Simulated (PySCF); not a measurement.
**Run report: SiPH5O4, core-level calculation**

- system: SiPH5O4, SMILES O=P(O)(O)O[SiH3]
- method: delta-SCF UKS SCAN, pcX-2 on the ionised atom, pcseg-1 elsewhere, spin-free X2C (PySCF 2.14.0)

Figures and captions count atoms from 1; the log counts them from 0 in places.

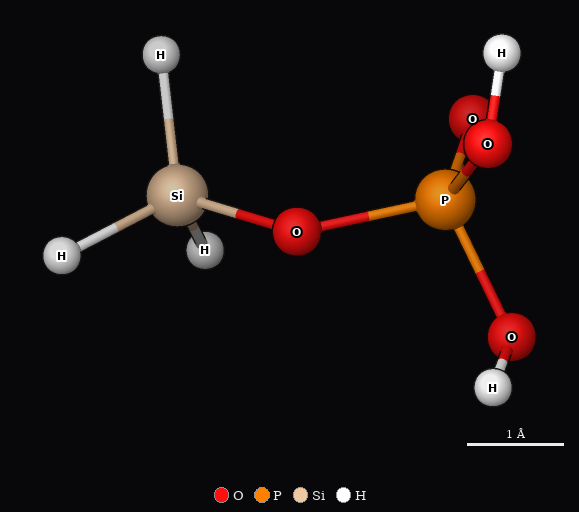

Figure 1. The structure as given in the input (ball-and-stick view, seen at a tilt).

## The input
```
{"job": {"kind": "xps", "holes": 5}, "charge": 0, "multiplicity": 1}
O      0.271229    -1.562203    -1.120843
P     -0.661603    -0.492330    -0.729146
O     -1.118964     0.474850    -1.915843
O     -2.068062    -0.966734    -0.105591
O     -0.092326     0.514783     0.383524
Si     1.500501     0.545070     0.970334
H     -1.739346     1.159551    -1.635061
H     -2.014720    -1.882371     0.196481
H      2.457407     0.705092    -0.156649
H      1.779821    -0.700802     1.734356
H      1.549707     1.727249     1.870498
```

The first line tells a small driver script what to run in PySCF; the rest is the geometry in Å.

Run on 1 CPU thread, shared host.

Launch command:
```bash
OMP_NUM_THREADS=1 python <driver script> task.json out
```

## Output
```
ground state, core basis on atom 0 (O), 148 functions
  cycle   1  E = -935.93228122  |g| = 1.30e+00
  cycle   2  E = -935.05620397  |g| = 2.45e+00
  cycle   3  E = -936.18236531  |g| = 5.27e-01
  cycle   4  E = -936.23326620  |g| = 1.15e-01
  cycle   5  E = -936.23532962  |g| = 3.45e-02
  cycle   6  E = -936.23546353  |g| = 2.25e-02
  cycle   7  E = -936.23555156  |g| = 6.56e-03
  cycle   8  E = -936.23555870  |g| = 1.13e-03
  cycle   9  E = -936.23556105  |g| = 3.16e-04
  E(ground) = -936.30365259 Eh
hole in O 1s of atom 0
  cycle   1  E = -915.66248084  |g| = 2.23e+00
[... 9 cycles left out ...]
  E(ion) = -916.55916476 Eh   <S^2> = 0.7631   hole on atom = 1.000   binding energy = 537.275 eV
ground state, core basis on atom 1 (P), 159 functions
[... 8 cycles left out ...]
  E(ground) = -936.40511094 Eh
hole in P 2p of atom 1
[... 10 cycles left out ...]
  E(ion) = -931.23690410 Eh   <S^2> = 0.7527   hole on atom = 1.002   binding energy = 140.634 eV
  2p3/2 = 140.394 eV   2p1/2 = 141.287 eV
ground state, core basis on atom 2 (O), 148 functions
[... 7 cycles left out ...]
  E(ground) = -936.30497439 Eh
hole in O 1s of atom 2
[... 11 cycles left out ...]
  E(ion) = -916.45989517 Eh   <S^2> = 0.7617   hole on atom = 1.000   binding energy = 540.012 eV
ground state, core basis on atom 3 (O), 148 functions
[... 7 cycles left out ...]
  E(ground) = -936.30456276 Eh
hole in O 1s of atom 3
[... 11 cycles left out ...]
  E(ion) = -916.46087317 Eh   <S^2> = 0.7621   hole on atom = 1.000   binding energy = 539.974 eV
ground state, core basis on atom 4 (O), 148 functions
[... 7 cycles left out ...]
  E(ground) = -936.30733642 Eh
hole in O 1s of atom 4
[... 1 cycle left out ...]
  cycle   2  E = -914.81704012  |g| = 2.39e+00
  cycle   3  E = -916.21764988  |g| = 7.45e-01
  cycle   4  E = -916.26516213  |g| = 6.51e-01
  cycle   5  E = -916.41947839  |g| = 1.66e-01
  cycle   6  E = -916.42869509  |g| = 7.06e-02
  cycle   7  E = -916.43049113  |g| = 7.37e-03
  cycle   8  E = -916.43051078  |g| = 2.71e-03
  cycle   9  E = -916.43051451  |g| = 1.51e-03
  cycle  10  E = -916.43051452  |g| = 6.89e-04
  cycle  11  E = -916.43051504  |g| = 1.37e-04
  E(ion) = -916.50070397 Eh   <S^2> = 0.7625   hole on atom = 1.000   binding energy = 538.966 eV
```

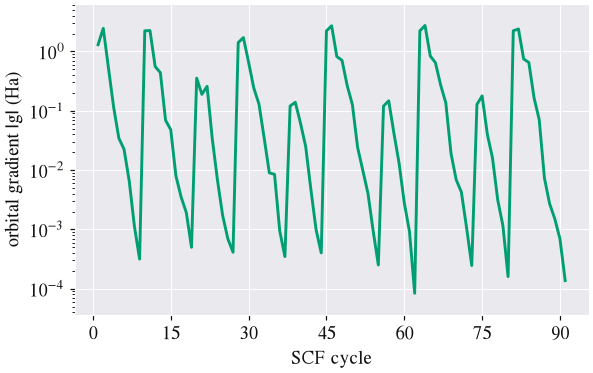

Figure 2. Convergence of the self-consistent field: orbital gradient |g| against the SCF cycle. All cycles printed in the log are drawn one after another.

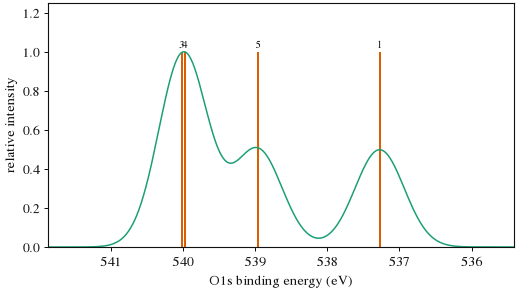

Figure 3. O1s binding energies by ΔSCF of the atoms computed, labelled by atom number, with a Gaussian envelope of 0.8 eV full width. They run from 537.27 eV (atom 1) to 540.01 eV (atom 3).

## Key numbers

```json
{"quantity": "outcome", "value": "converged"}
{"quantity": "wall time", "value": "29 s"}
{"quantity": "peak memory", "value": "0.52 GiB"}
```
